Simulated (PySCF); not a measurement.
C₄H₈BrGeN

The calculation's input:

```
{"job": {"kind": "uv", "xc": "wB97X-D", "basis": "def2-SVPD", "nstates": 8, "ntriplets": 3}, "charge": 0, "multiplicity": 1}
C      3.532767    -0.455530    -0.148009
C      2.406422    -0.196588     0.161753
C      1.023978     0.110914     0.463138
C      0.185567     0.104970    -0.816686
Ge    -1.731074     0.484933    -0.442230
N     -2.337537    -0.710052     0.785858
Br    -1.942613     2.480312     0.652044
H      4.529141    -0.675965    -0.390032
H      0.973727     1.095109     0.942196
H      0.635271    -0.629902     1.169715
H      0.575635     0.843771    -1.519671
H      0.259436    -0.868183    -1.304571
H     -2.612262     0.648583    -1.691498
H     -3.227274    -0.534896     1.231177
H     -2.275599    -1.689486     0.553902
```

Launched as:

```sh
OMP_NUM_THREADS=1 python probes_run.py task.json out
```

Geometry: GFN2-xTB.

Theory: PySCF 2.14.0, wB97X-D/def2-SVPD, SCF density, gas phase.

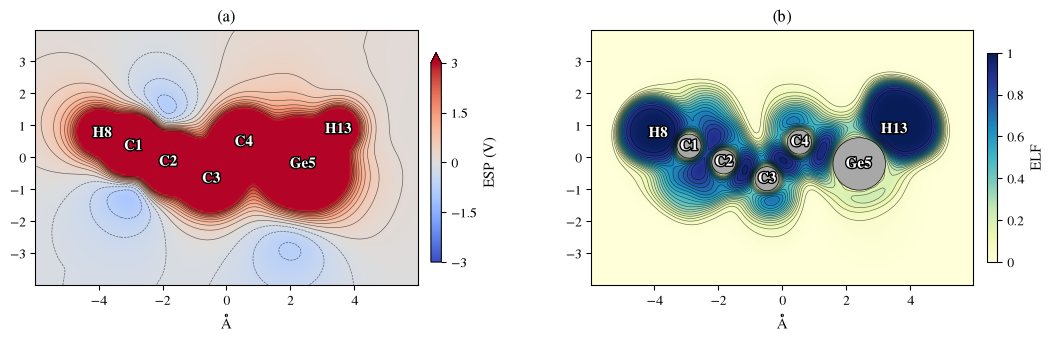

Figure 1. (a) electrostatic potential; (b) electron localisation function on the plane of atoms C3, C4 and Ge5. Grey discs cover the atomic cores in the ELF map.

Question: Read the bonding off the picture.

Answer: The plane passes through C, Ge and H nuclei.
C–C (1.20 Å): the ELF peaks at about 0.80 between the atoms; a multiple bond.
C–Ge (1.99 Å): the ELF peaks at about 0.95 in the valence shell of C, 0.7 Å from its nucleus, and is about 0.75 at the midpoint.
C–H (1.05 Å): the ELF climbs to about 1 towards the hydrogen, as it does in any bond to H: an ordinary covalent bond to hydrogen.
Ge–H (1.54 Å): the ELF climbs to about 1 towards the hydrogen.
Outside the dense part of the molecule the potential is most negative (−1.0 V) near C1.

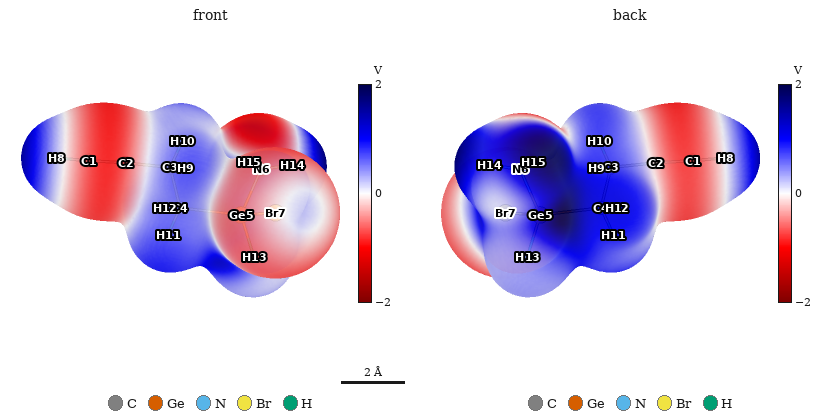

Figure 2. The molecular electrostatic potential painted on the density surface at 0.002 e/bohr³, seen from the front and from behind; red is negative and blue positive.

Question: Describe the electrostatic potential map.

Answer: The most negative region (about −1.2 V) lies over N6, the most positive (about +1.9 V) over Ge5 and H15. N6 is the likeliest acceptor of a hydrogen bond.
